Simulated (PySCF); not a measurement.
H5AlClN, singlet at its CAM-B3LYP/def2-SVP optimised geometry (Å):

```
8

Al    -0.3323     0.1361     0.0000
H     -1.1512     1.4963     0.0000
H      1.2554     0.1361     0.0000
Cl    -1.2554    -1.4963     1.0530
N     -0.7191    -0.5482    -1.8963
H     -0.2925    -1.4676    -2.0346
H     -0.3698     0.0729    -2.6299
H     -1.7266    -0.6597    -2.0335
```

Calculation: PySCF with CAM-B3LYP/def2-TZVP. Cells within 0.4 Å of a nucleus heavier than hydrogen are left out (blank, or x).

Map of the log10 of the electron density (e/bohr³), floored at −4 on the plane z = 1.2 Å:

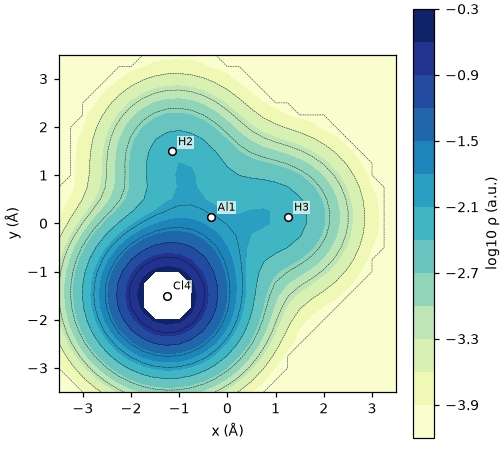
Figure: Log10 of the electron density (e/bohr³), floored at −4 on the plane z = 1.2 Å.
